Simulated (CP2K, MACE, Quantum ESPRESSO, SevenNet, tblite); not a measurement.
# Zr in place of Hf in random rock-salt (Ti, Nb, Ta, Hf)C solid solution (64 atoms): do the methods agree on the site?

Aim: compare the energies of Zr in place of Hf at unlike sites of random rock-salt (Ti, Nb, Ta, Hf)C solid solution (64 atoms), with plane waves as the reference.

Results are calculated, not measured.

## (1) Set-up

The cell holds 64 atoms (11 Nb, 32 C, 3 Ti, 9 Hf and 9 Ta), with edges of 8.99, 8.99 and 8.99 Å. Recipe: rock-salt lattice (a = 4.495 Å, the mean of the end members), 2 x 2 x 2 cells, metal sites filled at random with 3 Ti, 11 Nb, 9 Ta, 9 Hf; every coordinate displaced by a Gaussian of 0.05 Å. Then the atoms were relaxed with SevenNet 0 in the fixed cell.

## (2) The reference input

Quantum ESPRESSO 7.5: Kohn-Sham DFT, PBE, SSSP efficiency 1.3.0 pseudopotentials, plane waves. Its input, pw.in, for the unchanged cell:

```
&control
  calculation = 'scf'
  pseudo_dir = './pseudo'
  outdir = './tmp'
  disk_io = 'none'
  tprnfor = .true.
  tstress = .true.
/
&system
  ibrav = 0
  nat = 64
  ntyp = 5
  ecutwfc = 60
  ecutrho = 480
  nosym = .true.
  occupations = 'smearing'
  smearing = 'fd'
  degauss = 0.003675
/
&electrons
  conv_thr = 3.2e-07
  electron_maxstep = 100
  mixing_beta = 0.2
  mixing_mode = 'local-TF'
  diagonalization = 'david'
/
ATOMIC_SPECIES
Nb 92.906 Nb.upf
C 12.011 C.upf
Ti 47.867 Ti.upf
Hf 178.490 Hf.upf
Ta 180.948 Ta.upf
CELL_PARAMETERS angstrom
8.99000 0.00000 0.00000
0.00000 8.99000 0.00000
0.00000 0.00000 8.99000
ATOMIC_POSITIONS crystal
Nb 0.99948 0.00135 0.00118
C 0.24985 0.00274 0.99588
Ti 0.00019 0.24976 0.24921
C 0.24551 0.25182 0.24770
[... 58 atom lines left out ...]
Hf 0.75151 0.75120 0.50108
C 0.49993 0.75017 0.49850
K_POINTS gamma
```

```console
$ OMP_NUM_THREADS=1 mpirun -np 4 pw.x -in pw.in > output.txt
```

Elapsed: 3.2 min, on 4 MPI ranks of Intel Xeon Platinum 8488C (Sapphire Rapids), shared host; peak memory 3.5 GiB; 13 min of CPU time.

It converged with an r.m.s. force component of 0.15 eV/Å and a pressure of 2.4 GPa.

## (3) Levels of theory

The levels share the cells and solve them as single points, though not every level runs every cell. CPU time is summed over a level's finished runs, on a host shared with the other runs, so it is rough; the force column is the median over cells of the r.m.s. difference of force components from the reference.

| level | basis or training data | k-points | runs finished | CPU time | peak memory (GiB) | force difference (meV/Å) |
| --- | --- | --- | --- | --- | --- | --- |
| QE, PBE | plane waves, SSSP efficiency, 60/480 Ry | Γ | 4 of 4 | 56 min | 3.5 | reference |
| CP2K double zeta, PBE | DZVP-MOLOPT-SR, GTH-PBE potentials, 800 Ry | Γ | 3 of 3 | 46 min | 7.1 | 53 |
| MACE MPA-0 medium | trained on PBE(+U) plane-wave data | - | 4 of 4 | 28 s | 1.0 | 143 |
| SevenNet 0 | trained on PBE(+U) plane-wave data | - | 4 of 4 | 27 s | 0.82 | 149 |

Runs without a converged result: tblite GFN1-xTB, 3 single points (not converged). A level enters a table below only where it finished every cell that the table needs.

The reference's own r.m.s. force component runs from 146 to 151 meV/Å over these cells. SevenNet 0 relaxed the atoms, so in the cells that it relaxed its own forces are small, and its entry isn't an independent test there.

## (4) The sites

Each changed cell was relaxed with SevenNet 0 before the single points. Neighbours are the site's nearest atoms before the change.

```
site  nearest atoms  their mean distance (Å)  atoms within 6 Å  largest move on relaxing (Å)  longest force left in the reference (eV/Å)
Hf35             C6                     2.28                80                          0.02                                        0.48
Hf31             C6                     2.26                80                          0.01                                        0.47
Hf37             C6                     2.25                80                          0.01                                        0.49
```

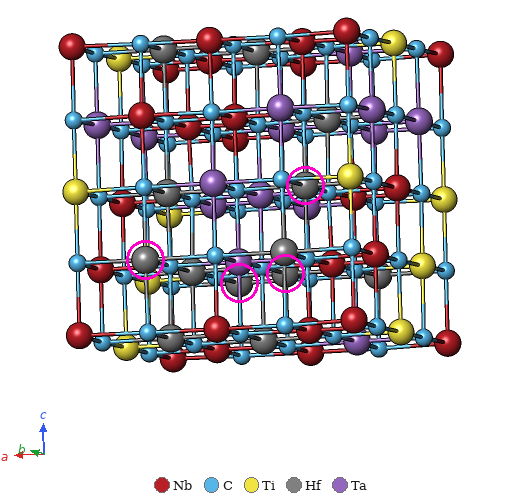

The unchanged cell with the tried sites ringed (niobium red, carbon blue, titanium yellow, hafnium grey, tantalum purple). Some periodic images of atoms are drawn too.

## (5) Site energies

All changed cells hold the same atoms, so within one level their energies compare with no chemical potential. Energies in eV, less that of Hf35, the reference's cheapest site; the last column is the largest deviation from the reference once each row's mean is taken off.

```
                level  Hf35  Hf31  Hf37  cheapest  largest deviation
              QE, PBE  0.00  0.02  0.05      Hf35                  -
CP2K double zeta, PBE  0.00  0.04  0.06      Hf35               0.01
    MACE MPA-0 medium  0.00  0.05  0.06      Hf35               0.01
           SevenNet 0  0.00  0.02  0.07      Hf35               0.02
```

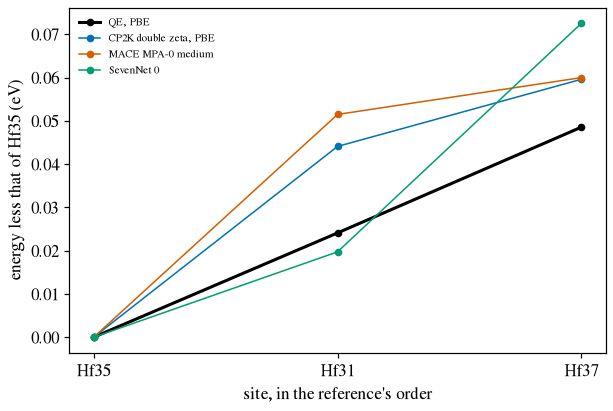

Site energies by level.

## (6) What came out

In the reference the cheapest site is Hf35 (C6) and the dearest Hf37 (C6), 0.049 eV higher, a spread too small to rank at these residual forces. All levels stay within 0.02 eV of the reference. The other programs at PBE deviate by 0.01 eV at most, the learned potentials by 0.01 to 0.02 eV.

**Limits.** The geometries are those of SevenNet 0; forces of up to 0.49 eV/Å remain in the reference, so relaxing in DFT would lower the energies, by amounts that can differ from site to site. For SevenNet 0 alone these are relaxed energies. Defects interact with their periodic images. Only 3 of the 9 Hf sites are compared. Learned potentials don't solve for electrons, so the charge or spin state of a defect can't be set in them. The reference samples only Γ, in a cell whose shortest periodic width is 9 Å. Spin–orbit coupling is left out, which matters for the levels of the heavy elements. The reference isn't exact: its cutoffs and mesh weren't converged further here. The learned potentials mimic data converged in k, so the sampling error of the reference's coarse mesh counts against them here, while programs on the same mesh share it. The reference has no spin polarisation, so local moments can't form. Where levels are smeared, the DFT runs use Fermi–Dirac occupations at 580 K (0.05 eV), and energies are free energies.

[Logs are printed without paths, hosts, clocks, repeated set-up lines and the standing remarks that a program may print on its own settings, such as how far it seeks lower states.]

[Hosts, paths, dates, database ids (printed as entryN), source tags and the programs' standing remarks are cut or masked in the printed files.]
